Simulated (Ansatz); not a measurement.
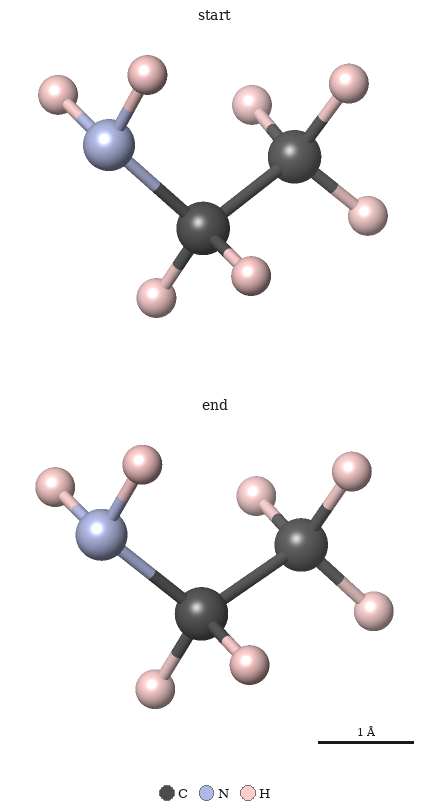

The structure of C₂H₇N (coarse preliminary run) before (top) and after (bottom) a relaxation, at one scale.

Style: ball-and-stick. Shown at a tilt.

The start comes from a force field.

All numbers below come from RKS PBE-D4/def2-SVP in Ansatz.

The input:
```yaml
crystal:
  periodic: [false, false, false]
  atoms:
    - {symbol: C, position_ang: [-0.726000, 0.446600, -0.480700]}
    - {symbol: C, position_ang: [0.053100, -0.696300, -0.031800]}
    - {symbol: N, position_ang: [1.138900, -0.260300, 0.789100]}
    - {symbol: H, position_ang: [-1.531800, 0.159400, -1.120200]}
    - {symbol: H, position_ang: [-0.172100, 1.183200, -1.102300]}
    - {symbol: H, position_ang: [-1.194800, 1.052700, 0.357900]}
    - {symbol: H, position_ang: [0.471800, -1.234000, -0.895000]}
    - {symbol: H, position_ang: [-0.531200, -1.371700, 0.530300]}
    - {symbol: H, position_ang: [0.820800, 0.272100, 1.649000]}
    - {symbol: H, position_ang: [1.754500, 0.397100, 0.306800]}
basis:
  gaussian: {orbitals: def2-SVP}
hamiltonian: {xc: pbe, dispersion: d4}
relax: {f_tol: 0.03, max_steps: 200}
```

What changed between the two?

Answer. The largest move after the best rigid fit is that of H4, 0.10 Å. By element the largest moves are H 0.10 Å, N 0.09 Å, C 0.09 Å. Some distances before and after: C1–C2 1.454 → 1.534 Å, C2–H8 1.055 → 1.113 Å, C1–H4 1.068 → 1.111 Å, C2–N3 1.429 → 1.461 Å. Among the angles between lasting bonds that change: C1–C2–N3 110.2° → 116.3°, H4–C1–H5 102.7° → 107.6°, C2–C1–H5 115.2° → 111.1°. After 3 geometry steps the energy has fallen by 7.98 kcal/mol. The largest force component goes from 2.4 to 0.025 eV/Å. The run took roughly 5 core-seconds on a shared host.
